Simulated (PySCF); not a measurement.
# 3-hydroxy-1-fluorobenzene: NMR shifts at several levels of theory, part 2 of 2

PySCF 2.14.0. Atoms count from 0. The steps go on from the part before.

### 6 Nuclear shieldings: PBE0/6-31G

Job settings and geometry (Å):

```
{"job": {"kind": "nmr", "xc": "PBE0", "basis": "6-31G", "pop": true}, "charge": 0, "multiplicity": 1}
O      2.367643    -0.232895    -0.002210
C      1.030675    -0.068642     0.008843
C      0.229300    -1.217101     0.023805
C     -1.154797    -1.087070     0.034607
C     -1.768084     0.166933     0.031345
C     -0.950536     1.288864     0.017322
F     -1.502709     2.501294     0.013250
C      0.436452     1.196988     0.006024
H      2.798307     0.628352    -0.011273
H      0.713283    -2.194600     0.026738
H     -1.775532    -1.985730     0.045771
H     -2.851906     0.285688     0.038930
H      1.031734     2.113124    -0.004884
```

With the program's defaults for keys left out, this is: GIAO PBE0/6-31G NMR shielding, non-relativistic, gas phase.

Standard output:

```text
coarse grid: 11792 points
cycle   1  E = -406.1086466828  dE =  1.608e+00  |g| = 6.916e-01  |ddm| = 3.879e+00
cycle   2  E = -406.0300709174  dE =  7.858e-02  |g| = 9.637e-01  |ddm| = 1.841e+00
cycle   3  E = -406.2055105842  dE = -1.754e-01  |g| = 1.084e-01  |ddm| = 1.077e+00
cycle   4  E = -406.2084071289  dE = -2.897e-03  |g| = 3.575e-02  |ddm| = 1.675e-01
cycle   5  E = -406.2087110349  dE = -3.039e-04  |g| = 1.256e-02  |ddm| = 5.157e-02
cycle   6  E = -406.2087542392  dE = -4.320e-05  |g| = 2.478e-03  |ddm| = 1.756e-02
cycle   7  E = -406.2087557861  dE = -1.547e-06  |g| = 1.028e-03  |ddm| = 4.238e-03
final grid: 116920 points
cycle   8  E = -406.1512387535  dE = -1.734e-05  |g| = 8.648e-03  |ddm| = 2.534e-02
cycle   9  E = -406.1512215773  dE =  1.718e-05  |g| = 1.287e-02  |ddm| = 2.294e-02
cycle  10  E = -406.1512560494  dE = -3.447e-05  |g| = 1.042e-03  |ddm| = 1.430e-02
cycle  11  E = -406.1512563000  dE = -2.506e-07  |g| = 1.165e-04  |ddm| = 1.193e-03
cycle  12  E = -406.1512563012  dE = -1.203e-09  |g| = 9.462e-05  |ddm| = 2.554e-04
cycle  13  E = -406.1512563035  dE = -2.302e-09  |g| = 1.212e-05  |ddm| = 1.270e-04
cycle  14  E = -406.1512563035  dE = -3.581e-11  |g| = 6.925e-06  |ddm| = 2.251e-05
converged SCF energy = -406.1512563035

GIAO shielding tensors (ppm)
atom      isotropic    diamagn.    paramagn.     s11        s22        s33       span
  0 O      212.230     390.701    -178.471    166.107    230.652    239.933     73.826
  1 C       48.450     254.418    -205.968    -30.386     36.654    139.082    169.467
  2 C       90.272     257.318    -167.046     15.878     73.216    181.721    165.843
  3 C       72.096     258.939    -186.843    -22.069     50.943    187.415    209.484
  4 C       93.628     260.292    -166.664     20.176     78.166    182.542    162.366
  5 C       40.097     252.046    -211.949    -37.861     50.959    107.193    145.054
  6 F      295.758     469.129    -173.370    213.379    294.351    379.545    166.165
  7 C       99.336     262.189    -162.853     41.198     93.016    163.795    122.598
  8 H       29.172      30.652      -1.480     22.079     28.068     37.368     15.289
  9 H       25.817      29.761      -3.944     22.617     26.627     28.206      5.590
 10 H       25.317      28.699      -3.382     22.327     26.436     27.189      4.862
 11 H       26.104      29.101      -2.997     23.225     26.833     28.253      5.028
 12 H       26.793      31.291      -4.498     23.640     27.692     29.046      5.406
```

Run time: 8.1 s. Hardware: 1 thread, shared host.

This run: δ C5 159.4, C1 151.1, C3 127.4, C2 109.3, H10 7.29, H9 6.80 ppm.

### 7 Nuclear shieldings: PBE0/6-31G*

The job, as its differences from that of step 6:

```diff
@@ -1,2 +1,2 @@
-{"job": {"kind": "nmr", "xc": "PBE0", "basis": "6-31G", "pop": true}, "charge": 0, "multiplicity": 1}
+{"job": {"kind": "nmr", "xc": "PBE0", "basis": "6-31G*", "pop": true}, "charge": 0, "multiplicity": 1}
 O      2.367643    -0.232895    -0.002210
```

With the program's defaults for keys left out, this is: GIAO PBE0/6-31G* NMR shielding, non-relativistic, gas phase.

Standard output:

```text
coarse grid: 11792 points
cycle   1  E = -406.2106147004  dE =  1.496e+00  |g| = 7.051e-01  |ddm| = 3.820e+00
cycle   2  E = -406.1506921909  dE =  5.992e-02  |g| = 9.179e-01  |ddm| = 1.347e+00
cycle   3  E = -406.3037252555  dE = -1.530e-01  |g| = 1.283e-01  |ddm| = 8.363e-01
cycle   4  E = -406.3076741210  dE = -3.949e-03  |g| = 3.489e-02  |ddm| = 1.618e-01
cycle   5  E = -406.3079454370  dE = -2.713e-04  |g| = 1.421e-02  |ddm| = 4.434e-02
cycle   6  E = -406.3079966071  dE = -5.117e-05  |g| = 3.279e-03  |ddm| = 1.686e-02
cycle   7  E = -406.3079991556  dE = -2.548e-06  |g| = 1.292e-03  |ddm| = 4.401e-03
final grid: 116920 points
cycle   8  E = -406.2498092033  dE = -2.413e-05  |g| = 9.213e-03  |ddm| = 2.877e-02
cycle   9  E = -406.2497896123  dE =  1.959e-05  |g| = 1.376e-02  |ddm| = 2.012e-02
cycle  10  E = -406.2498285029  dE = -3.889e-05  |g| = 9.995e-04  |ddm| = 1.228e-02
cycle  11  E = -406.2498287216  dE = -2.187e-07  |g| = 1.628e-04  |ddm| = 1.060e-03
cycle  12  E = -406.2498287262  dE = -4.644e-09  |g| = 7.365e-05  |ddm| = 2.123e-04
cycle  13  E = -406.2498287274  dE = -1.149e-09  |g| = 2.605e-05  |ddm| = 1.045e-04
cycle  14  E = -406.2498287276  dE = -1.744e-10  |g| = 7.090e-06  |ddm| = 3.320e-05
converged SCF energy = -406.2498287276

GIAO shielding tensors (ppm)
atom      isotropic    diamagn.    paramagn.     s11        s22        s33       span
  0 O      220.907     392.041    -171.134    177.069    237.046    248.606     71.537
  1 C       45.392     252.013    -206.620    -32.709     34.668    134.218    166.926
  2 C       89.799     258.648    -168.849     16.823     74.592    177.983    161.159
  3 C       68.850     257.153    -188.303    -25.509     49.593    182.464    207.973
  4 C       92.528     260.409    -167.880     20.902     78.254    178.429    157.527
  5 C       37.673     249.493    -211.819    -40.614     50.160    103.475    144.089
  6 F      302.912     472.700    -169.787    227.434    297.351    383.952    156.518
  7 C       97.991     264.179    -166.188     41.556     91.041    161.376    119.821
  8 H       28.535      29.220      -0.685     20.885     27.695     37.024     16.139
  9 H       25.513      29.811      -4.298     22.035     26.116     28.388      6.352
 10 H       24.771      28.592      -3.821     21.423     25.687     27.204      5.781
 11 H       25.679      28.700      -3.022     22.379     26.471     28.186      5.807
 12 H       26.260      31.119      -4.858     22.651     26.739     29.391      6.740
```

Run time: 13 s. Hardware: 1 thread, shared host.

Key values: δ C5 156.5, C1 148.7, C3 125.3, C2 104.3, H10 7.19, H9 6.45 ppm.

### 8 Nuclear shieldings: PBE0/6-311+G(2d,p)

The job, as its differences from that of step 7:

```diff
@@ -1,2 +1,2 @@
-{"job": {"kind": "nmr", "xc": "PBE0", "basis": "6-31G*", "pop": true}, "charge": 0, "multiplicity": 1}
+{"job": {"kind": "nmr", "xc": "PBE0", "basis": "6-311+G(2d,p)", "pop": true}, "charge": 0, "multiplicity": 1}
 O      2.367643    -0.232895    -0.002210
```

With the program's defaults for keys left out, this is: GIAO PBE0/6-311+G(2d,p) NMR shielding, non-relativistic, gas phase.

Standard output:

```text
coarse grid: 11792 points
cycle   1  E = -406.2894918038  dE =  1.497e+00  |g| = 7.092e-01  |ddm| = 5.095e+00
cycle   2  E = -406.2151018199  dE =  7.439e-02  |g| = 9.736e-01  |ddm| = 2.576e+00
cycle   3  E = -406.3782743996  dE = -1.632e-01  |g| = 1.327e-01  |ddm| = 1.732e+00
cycle   4  E = -406.3820503539  dE = -3.776e-03  |g| = 4.599e-02  |ddm| = 2.687e-01
cycle   5  E = -406.3825328069  dE = -4.825e-04  |g| = 1.409e-02  |ddm| = 7.928e-02
cycle   6  E = -406.3825768747  dE = -4.407e-05  |g| = 4.840e-03  |ddm| = 1.898e-02
cycle   7  E = -406.3825828042  dE = -5.930e-06  |g| = 1.208e-03  |ddm| = 7.696e-03
final grid: 116920 points
cycle   8  E = -406.3833759290  dE = -6.331e-05  |g| = 8.792e-03  |ddm| = 2.142e-01
cycle   9  E = -406.3833569469  dE =  1.898e-05  |g| = 1.330e-02  |ddm| = 2.480e-02
cycle  10  E = -406.3833913967  dE = -3.445e-05  |g| = 1.151e-03  |ddm| = 1.819e-02
cycle  11  E = -406.3833916158  dE = -2.191e-07  |g| = 3.097e-04  |ddm| = 1.896e-03
cycle  12  E = -406.3833916354  dE = -1.957e-08  |g| = 1.031e-04  |ddm| = 6.092e-04
cycle  13  E = -406.3833916376  dE = -2.195e-09  |g| = 4.953e-05  |ddm| = 1.673e-04
cycle  14  E = -406.3833916382  dE = -6.715e-10  |g| = 4.699e-06  |ddm| = 8.792e-05
converged SCF energy = -406.3833916382

GIAO shielding tensors (ppm)
atom      isotropic    diamagn.    paramagn.     s11        s22        s33       span
  0 O      208.536     393.944    -185.407    155.450    224.007    246.153     90.702
  1 C       24.619     259.208    -234.588    -63.065     16.099    120.824    183.889
  2 C       73.584     256.907    -183.323     -9.832     60.997    169.588    179.420
  3 C       51.774     255.204    -203.431    -55.683     34.395    176.608    232.291
  4 C       77.170     258.619    -181.449     -3.495     64.957    170.048    173.543
  5 C       17.317     249.362    -232.044    -70.945     34.662     88.236    159.181
  6 F      291.647     500.929    -209.282    216.113    292.759    366.069    149.956
  7 C       83.183     254.687    -171.504     20.889     77.211    151.449    130.560
  8 H       27.865      30.178      -2.314     20.075     27.342     36.177     16.102
  9 H       24.696      29.984      -5.288     21.565     24.614     27.908      6.343
 10 H       24.119      29.074      -4.955     21.114     24.202     27.040      5.927
 11 H       24.817      28.934      -4.118     21.774     25.023     27.653      5.878
 12 H       25.214      29.599      -4.385     22.133     24.808     28.702      6.569
```

It took 36 s on 1 thread, shared host.

This run: δ C5 169.1, C1 161.8, C3 134.7, C2 112.9, H10 7.39, H9 6.81 ppm.

### 9 Run by run: NMR shifts

Shifts (ppm) of some atoms, chosen among heavy atoms and hydrogens apart, with basis size and wall time (the measured row can stand on another reference than the computed rows):

| run | C5 | C1 | C3 | H10 | H12 | O0 | F6 | functions | time |
| --- | --- | --- | --- | --- | --- | --- | --- | --- | --- |
| B97-D/pcSseg-1 | 165.8 | 157.1 | 129.4 | 7.04 | 5.94 | 133.6 | -118.4 | 161 | 24 s |
| B3LYP/pcSseg-1 | 173.2 | 165.2 | 137.2 | 7.17 | 6.11 | 131.2 | -112.5 | 161 | 17 s |
| PBE0/STO-3G | 128.4 | 125.9 | 112.1 | 6.88 | 5.47 | 73.8 | -14.0 | 45 | 4 s |
| PBE0/6-31G | 159.4 | 151.1 | 127.4 | 7.29 | 5.82 | 106.3 | -118.4 | 82 | 8.1 s |
| PBE0/6-31G* | 156.5 | 148.7 | 125.3 | 7.19 | 5.70 | 103.3 | -104.0 | 122 | 13 s |
| PBE0/6-311+G(2d,p) | 169.1 | 161.8 | 134.7 | 7.39 | 6.30 | 118.0 | -116.9 | 246 | 36 s |
| measured | – | – | – | – | – | – | -112.2 | – | – |

Measured: G. Saielli, R. Bini, A. Bagno, Computational 19F NMR. 2. Organic compounds, RSC Adv. 2014, ESI (exp. from Berger-Braun-Kalinowski 1994 and Everett 1995).

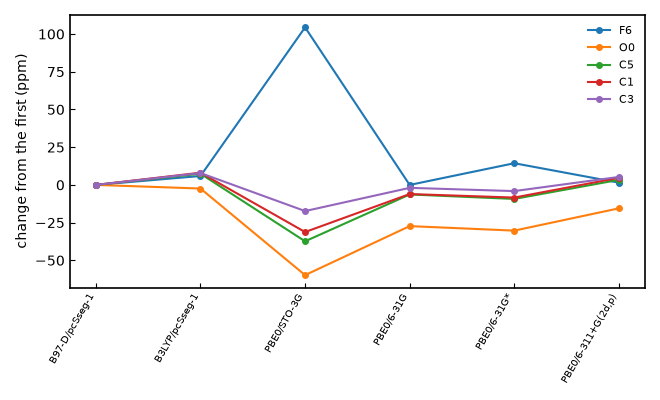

How five of the tabulated atoms move from run to run.

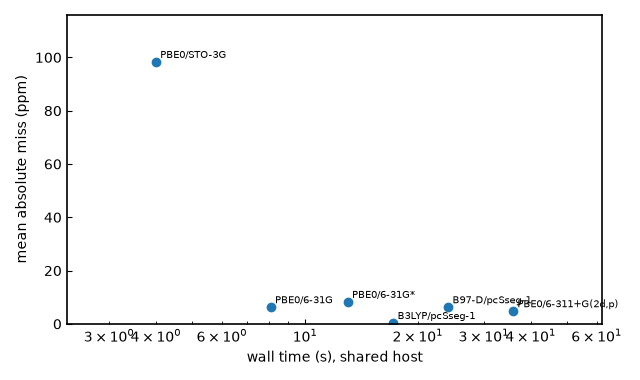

Cost against miss for the one measured 19F shift.

### 10 Outcome

The summary covers parts 1 to 2.

```
                                 quantity                                            value
                              point group                                               Cs
     rotational constants (main isotopes)                             3.76, 1.80, 1.22 GHz
  13C shifts against TMS (B97-D/pcSseg-1)      165.8, 157.1, 129.4, 108.6, 105.5, 98.8 ppm
   1H shifts against TMS (B97-D/pcSseg-1)                 7.04, 6.49, 6.39, 5.94, 3.85 ppm
  17O shifts against H2O (B97-D/pcSseg-1)                                        133.6 ppm
19F shifts against CFCl3 (B97-D/pcSseg-1)                                       -118.4 ppm
 measured, and computed on the same scale                          F6 δ -112.2, -118.4 ppm
                 range of the shift of F6                              -118.4 to -14.0 ppm
            property runs in this session  6, of which 0 failed and 1 gave unsound results
```

Single values in the summary come from the first run of each kind that ended normally (B97-D/pcSseg-1), which need not be the best level. The optimisation took 3 steps and gained 0.033 eV; among the close pairs (by a distance rule), C5–F6 changed most, from 1.350 to 1.332 Å. No frequency check was run at this level, so the end point may be a saddle. At B97-D/pcSseg-1: The widest tensor belongs to C3: span 218 ppm, with a paramagnetic part of -204 ppm. The one measured 19F shift is missed by -6.2 ppm (computed less measured, unscaled). Vibration, temperature and solvent are missing from the calculation, and it holds one conformer, so part of the miss against the measured shifts is not the functional's. Across the 6 runs the shift of F6 moves most, between -118.4 (PBE0/6-31G) and -14.0 ppm (PBE0/STO-3G). A minimal basis is unusable for shieldings, so that end is no result. Most of that comes from the computed reference, not from the atom's own shielding. For the one measured 19F shift, B3LYP/pcSseg-1 misses least (0.27 ppm, 17 s) and PBE0/STO-3G most (98.23 ppm, 4 s). One molecule ranks no method: errors cancel, and vibration and temperature are missing from all runs.
